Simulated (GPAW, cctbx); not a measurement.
## How far are the atoms of TiNb3C4 from free atoms?

Question: by how much does bonding change the structure factors of TiNb3C4?

The cell is our own: ordered rocksalt alloy in the eight-atom cube, 3 of 4 Ti sites given to Nb. All numbers below are calculated.

### 1. Find the equilibrium geometry

The density hangs on the geometry, so cell and atoms are relaxed first, with the symmetry held. The cutoff is set higher than for the density because stress converges slowly with plane waves.

Settings: GPAW 26.7.0, PBE, 650 eV, 5×5×5 k-points, Fermi–Dirac width 0.1 eV, BFGS to 0.02 eV/Å.

```text
cell
1.0
     4.460000000    0.000000000    0.000000000
     0.000000000    4.460000000    0.000000000
     0.000000000    0.000000000    4.460000000
Nb C Ti
3 4 1
Direct
0.000000000 0.000000000 0.500000000
0.000000000 0.500000000 0.000000000
0.500000000 0.000000000 0.000000000
0.500000000 0.000000000 0.500000000
0.500000000 0.500000000 0.000000000
0.000000000 0.000000000 0.000000000
0.000000000 0.500000000 0.500000000
0.500000000 0.500000000 0.500000000
```

```console
$ OMP_NUM_THREADS=1 mpirun -n 4 gpaw python run.py > gpaw.log
```

```text
BFGS:    0      -79.982232        0.188806
BFGS:    1      -79.983510        0.169133
BFGS:    2      -79.987760        0.003571
cell  4.4456 4.4456 4.4456  90.00 90.00 90.00
volume 87.860 A^3, largest force 0.000 eV/A, largest stress 0.05 GPa
```

After 2 steps the volume has changed by -1.0 % and the energy by -0.006 eV; the largest stress left is 0.05 GPa. It took 77 s on 4 cores of Arm Neoverse N1 (shared host), peak memory 0.85 GiB.

Relaxed structure: Pm-3m (no. 221), a = 4.4456 Å, b = 4.4456 Å, c = 4.4456 Å, α = 90.00°, β = 90.00°, γ = 90.00°.

| atom | mult. | x | y | z |
| --- | --- | --- | --- | --- |
| Nb1 | 3 | 0 | 0 | 1/2 |
| Ti1 | 1 | 1/2 | 1/2 | 1/2 |
| C1 | 3 | 1/2 | 0 | 1/2 |
| C2 | 1 | 0 | 0 | 0 |

### 2. The all-electron density

X-rays see the whole electron density, so the PAW density is rebuilt with its core regions. Subtracting spherical free atoms from the same code cancels the cores and leaves the deformation density Δρ, the part due to bonding.

Settings: PBE, 600 eV, 7×7×7 k-points, Fermi–Dirac width 0.1 eV; primitive cell of 8 atoms.

```console
$ OMP_NUM_THREADS=1 mpirun -n 4 gpaw python run.py > gpaw.log
```

```text
|iter:   1|       0s |  -94.383749 | +0.24 |       |
|iter:   2|       3s |  -89.898413 | -0.97 | -0.74 |
|iter:   3|       6s |  -79.880509 | +0.41 | -0.81 |
...
|iter:  11|      30s |  -79.783805c| -6.67 | -4.48c|
|iter:  12|      32s |  -79.783806c| -7.36 | -5.33c|
|iter:  13|      35s |  -79.783805c| -7.85c| -5.77c|
```

```text
grid (54, 54, 54)  electrons 169.000  moved by bonding 2.402 e
deformation density beyond 0.5 A of the nuclei: max 0.122, min -0.165 e/A^3
atom        x       y       z   Voronoi charge  moment
Nb1    0.0000  0.0000  0.5000      0.672       0.00
Nb2    0.0000  0.5000  0.0000      0.672       0.00
Nb3    0.5000  0.0000  0.0000      0.672       0.00
Ti4    0.5000  0.5000  0.5000      0.280       0.00
C 5    0.5000  0.0000  0.5000     -0.559       0.00
C 6    0.5000  0.5000  0.0000     -0.559       0.00
C 7    0.0000  0.0000  0.0000     -0.617       0.00
C 8    0.0000  0.5000  0.5000     -0.559       0.00
mean inner potential of superposed free atoms 27.545 V
total magnetic moment 0.000 muB
```

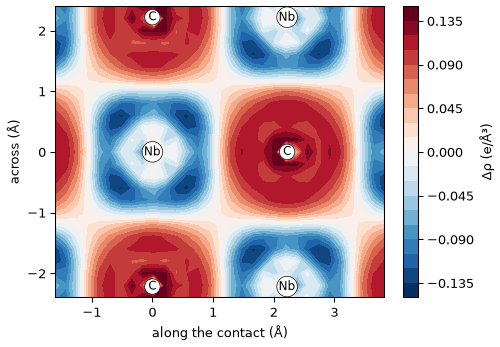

Deformation density in a plane through the shortest contact of the Nb atom at the origin; red gains electrons, blue loses them.

C gains most (-0.57 e) and Nb loses most (+0.67 e), in averages over each element's sites; C is the most electronegative element, but the order of the others doesn't follow electronegativity. Such charges fall far short of formal ones, since overlapping free atoms already put density on their neighbours. Along the shortest contact from the Nb atom at the map's origin, Nb–C at 2.22 Å, Δρ is +0.03 e/Å³ at the midpoint and highest, +0.12, 1.52 Å from Nb (points within 0.5 Å of a nucleus left out): little sits at the middle, as in a polar contact, whose build-up shifts to the more electronegative atom. At the midpoints of other shortest contacts it is +0.06 (Ti–C, 2.22 Å), +0.01 (Nb–Nb, 3.14 Å) and 0.00 (Nb–Ti, 3.14 Å) e/Å³. Point values carry grid noise of about 0.01 e/Å³. The run needed 13 iterations, 60 s.

### 3. Structure factors

The Fourier components of Δρ, added to those of the free atoms, give the static X-ray structure factors; the Mott–Bethe relation turns them into the Fourier components V of the potential that fast electrons feel.

```text
static structure factors of the conventional cell: F in electrons, V (Mott-Bethe) in volts
   h  k  l      d  |F| table  |F| free   |F| DFT   change   |V| free  |V| DFT  change %
   0  1  0  4.4456    17.995    17.941    17.732   -0.209     1.091    1.307     19.7
   0  1  1  3.1435    17.067    17.087    16.877   -0.210     0.986    1.094     11.0
   1  1  1  2.5667    99.362    99.239    97.402   -1.837     7.479    8.110      8.4
   0  2  0  2.2228   121.487   121.377   121.543    0.166    12.275   12.232     -0.3
   0  2  1  1.9881    15.316    15.329    15.287   -0.042     0.757    0.766      1.1
   1  2  1  1.8149    14.911    14.922    14.910   -0.012     0.701    0.703      0.3
   0  2  2  1.5718   103.130   103.200   103.157   -0.043     8.480    8.486      0.1
   1  2  2  1.4819    13.973    14.005    14.083    0.078     0.572    0.563     -1.6
   0  3  0  1.4819    13.973    14.005    14.177    0.172     0.572    0.553     -3.4
   0  3  1  1.4058    13.730    13.767    13.878    0.111     0.540    0.528     -2.1
   1  3  1  1.3404    78.010    78.134    78.548    0.414     4.018    3.979     -1.0
   2  2  2  1.2833    92.177    92.384    92.368   -0.016     6.583    6.584      0.0
   0  3  2  1.2330    13.138    13.174    13.274    0.100     0.462    0.454     -1.7
   1  3  2  1.1881    12.974    13.004    13.075    0.071     0.442    0.436     -1.2
```

The largest X-ray change is -1.84 e on 111, 1.9 % of |F|. For electrons V goes as (Z − F)/g², so a change of F counts against Z − F, which is small at low angle and wherever the atoms' terms cancel: |V| of 010 moves by +19.7 % (1.09 to 1.31 V) against -1.2 % in |F|. The tabulated Hartree–Fock atoms differ from the free DFT atoms by up to 0.21 e, so the choice of reference atom matters too.

### 4. Answer

Bonding moves 2.40 e in the primitive cell of TiNb3C4 and changes the structure factors of the conventional cell in the table above by at most 1.84 e (111, 1.9 %). The shortest bond, Nb–C, has Δρ = +0.03 e/Å³ at its midpoint, low for a shared bond; with the charge transfer this is a polar contact. Limits: static density, frozen cores, no spin–orbit coupling.

[Outputs are excerpts: Python notices, other lines and further rows are left out; steps that failed or that the build refused (PBEsol, TPSS) are not shown.]

[Logs are printed without paths, hosts, clocks, repeated set-up lines and the standing remarks that a program may print on its own settings, such as how far it seeks lower states.]
